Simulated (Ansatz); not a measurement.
# AlP+ (quartet): PBE, r2SCAN over a scan of the distance Al1–P2, cc-pVDZ, part 2 of 2

Ansatz 0.2.0, Gaussian basis; cc-pVDZ, all electrons in the functionals. Earlier steps stand in the parts before.

### Step 16. r2SCAN, 2.756 Å

File in.yaml:

```yaml
crystal:
  periodic: [false, false, false]
  atoms:
    - {symbol: Al, position_ang: [0.000000, 0.000000, 0.000000]}
    - {symbol: P, position_ang: [0.000000, 0.000000, 2.756000]}
basis:
  gaussian: {orbitals: cc-pVDZ}
total_charge: 1
magnetization: {spin_polarized: true, initial_magnetization: 3}
hamiltonian: {xc: {name: r2SCAN}}
output: {forces: true}
```

The run is started by

```
$ ansatz run in.yaml --threads 1 --pin off --events-out ev --progress --plain --max-ram 2393MiB
```

Log, shortened:

```text
Functional definition: r2SCAN
  name "r2SCAN"
  cite "Furness, Kaplan, Ning, Perdew & Sun, J. Phys. Chem. Lett. 11, 8208 (2020) doi:10.1021/acs.jpclett.0c02405"
  cite "Furness, Kaplan, Ning, Perdew & Sun, J. Phys. Chem. Lett. 11, 9248 (2020) doi:10.1021/acs.jpclett.0c03077"
  parent r2scan
[...]
374 factors; integrals over basis functions are off by at most 1.0e-3 eV
[...]
mean field -15874.11174580 eV, -583.3628467988 hartree, gradient 3.6e-5 eV, S^2 3.766343; 0 other end points of the search recorded, 0 dependent functions left out
[...]
reference -15874.11175753 eV, -583.3628472298 hartree; 15, 12 occupied and 21, 24 virtual orbitals, 374 factors
Total energy: -15874.11175753 eV, -583.3628472298 hartree
Atom 0 at     0.000000     0.000000     0.000000 Å, force     0.000000     0.000000     0.535831 eV/Å
Atom 1 at     0.000000     0.000000     2.756000 Å, force    -0.000000    -0.000000    -0.535831 eV/Å
Dipole moment:    -0.000000     0.000000    -0.810318 e Å
```

It took 0.9 s on 1 thread of AMD EPYC 9R45, shared host.

From the report: ⟨S²⟩ of the determinant 3.766 (pure quartet: 3.75).

From 2.460 Å: +0.098 eV.

### Step 17. r2SCAN, 3.074 Å

Edit in.yaml of step 16 so:

```diff
@@ -4,3 +4,3 @@
     - {symbol: Al, position_ang: [0.000000, 0.000000, 0.000000]}
-    - {symbol: P, position_ang: [0.000000, 0.000000, 2.756000]}
+    - {symbol: P, position_ang: [0.000000, 0.000000, 3.074000]}
 basis:
```

Same command.

Log, shortened:

```text
Functional definition: r2SCAN
  name "r2SCAN"
  cite "Furness, Kaplan, Ning, Perdew & Sun, J. Phys. Chem. Lett. 11, 8208 (2020) doi:10.1021/acs.jpclett.0c02405"
  cite "Furness, Kaplan, Ning, Perdew & Sun, J. Phys. Chem. Lett. 11, 9248 (2020) doi:10.1021/acs.jpclett.0c03077"
  parent r2scan
[...]
374 factors; integrals over basis functions are off by at most 7.1e-4 eV
[...]
mean field -15873.93936969 eV, -583.3565120937 hartree, gradient 2.7e-5 eV, S^2 3.761277; 0 other end points of the search recorded, 0 dependent functions left out
[...]
reference -15873.93938164 eV, -583.3565125327 hartree; 15, 12 occupied and 21, 24 virtual orbitals, 374 factors
Total energy: -15873.93938164 eV, -583.3565125327 hartree
Atom 0 at     0.000000     0.000000     0.000000 Å, force     0.000000     0.000000     0.508552 eV/Å
Atom 1 at     0.000000     0.000000     3.074000 Å, force    -0.000000    -0.000000    -0.508552 eV/Å
Dipole moment:    -0.000000     0.000000    -0.975581 e Å
```

Wall time 0.93 s (1 thread of AMD EPYC 9R45, shared host).

From the report: ⟨S²⟩ of the determinant 3.761 (pure quartet: 3.75).

From 2.460 Å: +0.271 eV.

### Step 18. r2SCAN, 3.360 Å

File in.yaml:

```yaml
crystal:
  periodic: [false, false, false]
  atoms:
    - {symbol: Al, position_ang: [0.000000, 0.000000, 0.000000]}
    - {symbol: P, position_ang: [0.000000, 0.000000, 3.360000]}
basis:
  gaussian: {orbitals: cc-pVDZ}
total_charge: 1
magnetization: {spin_polarized: true, initial_magnetization: 3}
hamiltonian: {xc: {name: r2SCAN}}
```

Launched as before.

Log:

```text
Functional definition: r2SCAN
  name "r2SCAN"
  cite "Furness, Kaplan, Ning, Perdew & Sun, J. Phys. Chem. Lett. 11, 8208 (2020) doi:10.1021/acs.jpclett.0c02405"
  cite "Furness, Kaplan, Ning, Perdew & Sun, J. Phys. Chem. Lett. 11, 9248 (2020) doi:10.1021/acs.jpclett.0c03077"
  parent r2scan
  parameter k0 = 0.174
  parameter k1 = 0.065
  parameter a1 = 4.9479
  exchange = r2scan_x(k0 = k0, k1 = k1, a1 = a1)
  correlation = r2scan_c
374 factors; integrals over basis functions are off by at most 5.9e-4 eV
mean field evaluation 1: about -15868.4177 eV, gradient 1.9e1 eV
mean field evaluation 2: about -15815.9553 eV, gradient 5.0e1 eV
mean field evaluation 4: about -15873.7856 eV, gradient 1.3e0 eV
mean field evaluation 8: about -15873.8075 eV, gradient 3.4e-2 eV
mean field evaluation 16: about -15873.8075 eV, gradient 6.8e-5 eV
mean field -15873.80748613 eV, -583.3516654621 hartree, gradient 6.8e-5 eV, S^2 3.755619; 0 other end points of the search recorded, 0 dependent functions left out
reference -15873.80749834 eV, -583.3516659106 hartree; 15, 12 occupied and 21, 24 virtual orbitals, 374 factors
Total energy: -15873.80749834 eV, -583.3516659106 hartree
```

Wall time 0.83 s (1 thread of AMD EPYC 9R45, shared host).

From the report: ⟨S²⟩ of the determinant 3.756 (pure quartet: 3.75).

From 2.460 Å: +0.403 eV.

### Step 19. r2SCAN, 4.025 Å

Edit in.yaml of step 18 so:

```diff
@@ -4,3 +4,3 @@
     - {symbol: Al, position_ang: [0.000000, 0.000000, 0.000000]}
-    - {symbol: P, position_ang: [0.000000, 0.000000, 3.360000]}
+    - {symbol: P, position_ang: [0.000000, 0.000000, 4.025000]}
 basis:
```

The command is unchanged.

Log:

```text
Functional definition: r2SCAN
  name "r2SCAN"
  cite "Furness, Kaplan, Ning, Perdew & Sun, J. Phys. Chem. Lett. 11, 8208 (2020) doi:10.1021/acs.jpclett.0c02405"
  cite "Furness, Kaplan, Ning, Perdew & Sun, J. Phys. Chem. Lett. 11, 9248 (2020) doi:10.1021/acs.jpclett.0c03077"
  parent r2scan
  parameter k0 = 0.174
  parameter k1 = 0.065
  parameter a1 = 4.9479
  exchange = r2scan_x(k0 = k0, k1 = k1, a1 = a1)
  correlation = r2scan_c
374 factors; integrals over basis functions are off by at most 4.0e-4 eV
mean field evaluation 1: about -15867.8943 eV, gradient 1.9e1 eV
mean field evaluation 2: about -15806.6678 eV, gradient 5.5e1 eV
mean field evaluation 4: about -15873.5933 eV, gradient 6.3e-1 eV
mean field evaluation 8: about -15873.5975 eV, gradient 2.4e-2 eV
mean field evaluation 16: about -15873.5975 eV, gradient 8.5e-5 eV
mean field -15873.59749591 eV, -583.3439484637 hartree, gradient 8.5e-5 eV, S^2 3.750769; 0 other end points of the search recorded, 0 dependent functions left out
reference -15873.59750889 eV, -583.3439489410 hartree; 15, 12 occupied and 21, 24 virtual orbitals, 374 factors
Total energy: -15873.59750889 eV, -583.3439489410 hartree
```

Wall time 0.81 s (1 thread of AMD EPYC 9R45, shared host).

From the report: ⟨S²⟩ of the determinant 3.751 (pure quartet: 3.75).

From 2.460 Å: +0.613 eV.

### Step 20. r2SCAN, 4.651 Å

Edit in.yaml of step 19 so:

```diff
@@ -4,3 +4,3 @@
     - {symbol: Al, position_ang: [0.000000, 0.000000, 0.000000]}
-    - {symbol: P, position_ang: [0.000000, 0.000000, 4.025000]}
+    - {symbol: P, position_ang: [0.000000, 0.000000, 4.651000]}
 basis:
```

Same command.

Log, shortened:

```text
Functional definition: r2SCAN
  name "r2SCAN"
  cite "Furness, Kaplan, Ning, Perdew & Sun, J. Phys. Chem. Lett. 11, 8208 (2020) doi:10.1021/acs.jpclett.0c02405"
  cite "Furness, Kaplan, Ning, Perdew & Sun, J. Phys. Chem. Lett. 11, 9248 (2020) doi:10.1021/acs.jpclett.0c03077"
  parent r2scan
[...]
374 factors; integrals over basis functions are off by at most 2.5e-4 eV
[...]
mean field -15873.48610483 eV, -583.3398549173 hartree, gradient 2.6e-5 eV, S^2 3.750214; 0 other end points of the search recorded, 0 dependent functions left out
reference -15873.48611852 eV, -583.3398554202 hartree; 15, 12 occupied and 21, 24 virtual orbitals, 374 factors
Total energy: -15873.48611852 eV, -583.3398554202 hartree
```

Wall time 0.99 s (1 thread of AMD EPYC 9R45, shared host).

From the report: ⟨S²⟩ of the determinant 3.750 (pure quartet: 3.75).

From 2.460 Å: +0.724 eV.

### Step 21. r2SCAN, 5.321 Å

Edit in.yaml of step 20 so:

```diff
@@ -4,3 +4,3 @@
     - {symbol: Al, position_ang: [0.000000, 0.000000, 0.000000]}
-    - {symbol: P, position_ang: [0.000000, 0.000000, 4.651000]}
+    - {symbol: P, position_ang: [0.000000, 0.000000, 5.321000]}
 basis:
```

Same command.

Log, shortened:

```text
Functional definition: r2SCAN
  name "r2SCAN"
  cite "Furness, Kaplan, Ning, Perdew & Sun, J. Phys. Chem. Lett. 11, 8208 (2020) doi:10.1021/acs.jpclett.0c02405"
  cite "Furness, Kaplan, Ning, Perdew & Sun, J. Phys. Chem. Lett. 11, 9248 (2020) doi:10.1021/acs.jpclett.0c03077"
  parent r2scan
[...]
374 factors; integrals over basis functions are off by at most 3.3e-4 eV
[...]
mean field -15873.42542621 eV, -583.3376250190 hartree, gradient 2.2e-5 eV, S^2 3.750130; 2 other end points of the search recorded, 0 dependent functions left out
reference -15873.42544070 eV, -583.3376255515 hartree; 15, 12 occupied and 21, 24 virtual orbitals, 374 factors
Total energy: -15873.42544070 eV, -583.3376255515 hartree
```

It took 0.96 s on 1 thread of AMD EPYC 9R45, shared host.

From the report: ⟨S²⟩ of the determinant 3.750 (pure quartet: 3.75).

From 2.460 Å: +0.785 eV.

### Step 22. r2SCAN, 6.557 Å

File in.yaml:

```yaml
crystal:
  periodic: [false, false, false]
  atoms:
    - {symbol: Al, position_ang: [0.000000, 0.000000, 0.000000]}
    - {symbol: P, position_ang: [0.000000, 0.000000, 6.557000]}
basis:
  gaussian: {orbitals: cc-pVDZ}
total_charge: 1
magnetization: {spin_polarized: true, initial_magnetization: 3}
hamiltonian: {xc: {name: r2SCAN}}
output: {forces: true}
```

Launched as before.

Log, shortened:

```text
Functional definition: r2SCAN
  name "r2SCAN"
  cite "Furness, Kaplan, Ning, Perdew & Sun, J. Phys. Chem. Lett. 11, 8208 (2020) doi:10.1021/acs.jpclett.0c02405"
  cite "Furness, Kaplan, Ning, Perdew & Sun, J. Phys. Chem. Lett. 11, 9248 (2020) doi:10.1021/acs.jpclett.0c03077"
  parent r2scan
[...]
374 factors; integrals over basis functions are off by at most 1.4e-4 eV
[...]
mean field -15873.39056394 eV, -583.3363438542 hartree, gradient 2.1e-6 eV, S^2 3.750111; 5 other end points of the search recorded, 0 dependent functions left out
[...]
reference -15873.39057997 eV, -583.3363444433 hartree; 15, 12 occupied and 21, 24 virtual orbitals, 374 factors
Total energy: -15873.39057997 eV, -583.3363444433 hartree
Atom 0 at     0.000000     0.000000     0.000000 Å, force    -0.000000     0.000000     0.009572 eV/Å
Atom 1 at     0.000000     0.000000     6.557000 Å, force     0.000000    -0.000000    -0.009572 eV/Å
Dipole moment:    -0.000000     0.000000    -3.323315 e Å
```

Run time: 1.3 s. Hardware: 1 thread of AMD EPYC 9R45, shared host.

From the report: ⟨S²⟩ of the determinant 3.750 (pure quartet: 3.75).

From 2.460 Å: +0.819 eV.

### Step 23. r2SCAN, 8.265 Å

Edit in.yaml of step 22 so:

```diff
@@ -4,3 +4,3 @@
     - {symbol: Al, position_ang: [0.000000, 0.000000, 0.000000]}
-    - {symbol: P, position_ang: [0.000000, 0.000000, 6.557000]}
+    - {symbol: P, position_ang: [0.000000, 0.000000, 8.265000]}
 basis:
```

Same command.

Log, shortened:

```text
Functional definition: r2SCAN
  name "r2SCAN"
  cite "Furness, Kaplan, Ning, Perdew & Sun, J. Phys. Chem. Lett. 11, 8208 (2020) doi:10.1021/acs.jpclett.0c02405"
  cite "Furness, Kaplan, Ning, Perdew & Sun, J. Phys. Chem. Lett. 11, 9248 (2020) doi:10.1021/acs.jpclett.0c03077"
  parent r2scan
[...]
374 factors; integrals over basis functions are off by at most 9.8e-5 eV
[...]
mean field -15873.39197017 eV, -583.3363955324 hartree, gradient 1.9e-9 eV, S^2 3.750180; 7 other end points of the search recorded, 0 dependent functions left out
[...]
reference -15873.39198794 eV, -583.3363961851 hartree; 15, 12 occupied and 21, 24 virtual orbitals, 374 factors
Total energy: -15873.39198794 eV, -583.3363961851 hartree
Atom 0 at     0.000000     0.000000     0.000000 Å, force     0.000000    -0.000000    -0.008148 eV/Å
Atom 1 at     0.000000     0.000000     8.265000 Å, force    -0.000000     0.000000     0.008148 eV/Å
Dipole moment:     0.000070    -0.000051    -3.974549 e Å
```

Run time: 7 s. Hardware: 1 thread of AMD EPYC 9R45, shared host.

From the report: ⟨S²⟩ of the determinant 3.750 (pure quartet: 3.75).

From 2.460 Å: +0.818 eV.

### Step 24. The comparison

The yardstick is full CI for this spin, exact in this basis with these frozen cores. It and the other wave-function rows come from earlier runs at the same points. Energies in eV, counted from 2.460 Å; blanks weren't run or aren't comparable.

```
           level  1.958 Å  2.201 Å  2.460 Å  2.756 Å  3.074 Å  3.360 Å  4.025 Å  4.651 Å  5.321 Å  6.557 Å  8.265 Å
             FCI    1.742    0.411    0.000   -0.070   -0.024    0.037    0.153    0.218    0.255    0.278    0.284
             PBE    1.517    0.289    0.000    0.075    0.242    0.377    0.605    0.730    0.801    0.838    0.820
          r2SCAN    1.444    0.253    0.000    0.098    0.271    0.403    0.613    0.724    0.785    0.819    0.818
             ROHF    1.512    0.364    0.000   -0.239   -0.329   -0.342   -0.302   -0.259   -0.231   -0.212   -0.206
             UHF    1.602    0.389    0.000   -0.143   -0.174   -0.162   -0.107   -0.063   -0.035   -0.015   -0.009
            RMP2    1.648    0.367    0.000   -0.055   -0.037    0.007    0.108    0.170    0.206    0.228    0.235
            UMP2    1.654    0.377    0.000   -0.074   -0.049   -0.005    0.095    0.157    0.193    0.215    0.221
           RCCSD    1.765    0.444    0.000   -0.102   -0.082   -0.037    0.061    0.121    0.156    0.178    0.184
        RCCSD(T)    1.746    0.415    0.000   -0.077   -0.037    0.019    0.130    0.194    0.231    0.253    0.259
        UCCSD(T)    1.745    0.415    0.000   -0.077   -0.038    0.019    0.130    0.194    0.230    0.253    0.259
       RCCSDT(Q)    1.742    0.412    0.000   -0.070   -0.024    0.036    0.152    0.218    0.255    0.277    0.283
       UCCSDT(Q)    1.742    0.411    0.000   -0.070   -0.023    0.037    0.152    0.218    0.255    0.278    0.284
  CASSCF valence                      0.000   -0.108   -0.113   -0.091   -0.027    0.020    0.050    0.070    0.076
  NEVPT2 valence                      0.000   -0.071   -0.031    0.026    0.130    0.187    0.219    0.240    0.245
MRCISD+Q valence                      0.000   -0.072   -0.033    0.022    0.131    0.194    0.230    0.252    0.257
     NEVPT2 pair    1.704    0.392    0.000   -0.030   -0.018    0.021    0.117    0.177    0.211    0.233    0.239
```

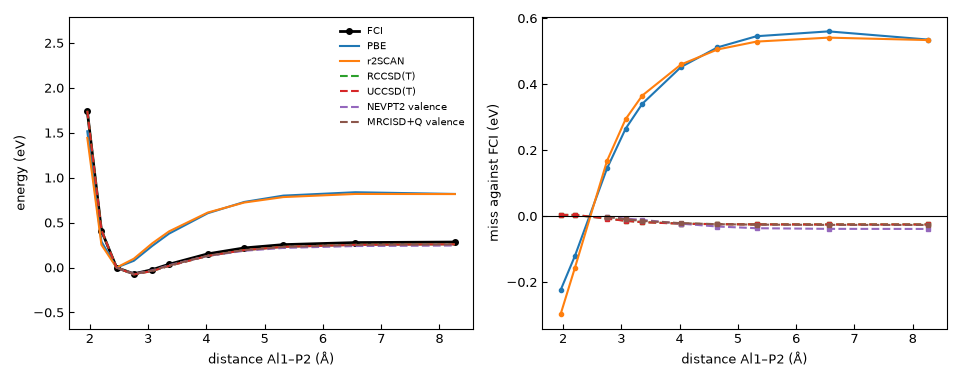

Left: the curves (the axis may cut off levels that run far away). Right: misses against FCI, in the same colours.

Largest miss and mean time a point (FCI took 2.1 min a point; shared hosts):

| level | largest miss (eV) | where | time a point |
| --- | --- | --- | --- |
| PBE | +0.560 | 6.557 Å | 0.54 s |
| r2SCAN | +0.541 | 6.557 Å | 1.5 s |
| ROHF | -0.490 | 8.265 Å |  |
| UHF | -0.293 | 8.265 Å |  |
| RMP2 | -0.094 | 1.958 Å |  |
| UMP2 | -0.088 | 1.958 Å |  |
| RCCSD | -0.100 | 8.265 Å |  |
| RCCSD(T) | -0.025 | 8.265 Å | 0.53 s |
| UCCSD(T) | -0.025 | 8.265 Å | 0.58 s |
| RCCSDT(Q) | -0.001 | 8.265 Å | 2.3 s |
| UCCSDT(Q) | 0.000 | 2.201 Å | 2.1 s |
| CASSCF valence | -0.208 | 8.265 Å |  |
| NEVPT2 valence | -0.039 | 8.265 Å | 0.91 s |
| MRCISD+Q valence | -0.027 | 8.265 Å | 1.4 s |
| NEVPT2 pair | -0.045 | 8.265 Å | 0.39 s |

### Step 25. Outcome

The summary covers parts 1 to 2.

| quantity | value |
| --- | --- |
| span of the FCI curve | 1.811 eV |
| largest miss, PBE | +0.560 eV (6.557 Å) |
| largest miss, r2SCAN | +0.541 eV (6.557 Å) |
| largest miss, RCCSD(T) | -0.025 eV (8.265 Å) |
| largest miss, UCCSD(T) | -0.025 eV (8.265 Å) |

What this shows: Of the functionals, r2SCAN keep the smallest largest miss at the points compared (at most 0.541 eV) and PBE strays most (0.560 eV, at 6.557 Å). Functionals and the yardstick converge differently with the basis, so part of each miss in cc-pVDZ is the basis.
